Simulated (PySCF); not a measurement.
Vertical excitations of a molecule C2H7FSi3 from TDA-B3LYP/def2-SVPD (PySCF), as energy in eV (oscillator strength): 5.13 (0.000), 5.33 (0.051), 5.41 (0.002), 6.48 (0.445), 6.78 (0.007), 6.83 (0.043), 7.05 (0.000), 7.08 (0.002), 7.12 (0.002), 7.23 (0.013). Lowest triplet (TDA): 4.27 eV. The structure is a stationary point at PBE-D3(BJ)/def2-SVP. One conformer was computed; it need not be the lowest.

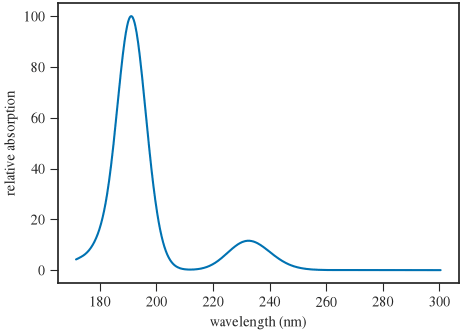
Figure. The lines broadened by 0.4 eV.

Task: Which structure fits?
A) F[SiH2][Si@H]1C=C[SiH2]1
B) FC1=C[Si@H]([SiH3])[SiH2]1
C) F[SiH]1[SiH2]C=C[SiH2]1
D) F[SiH2]C#C[SiH2][SiH3]

Result: D, F[SiH2]C#C[SiH2][SiH3]
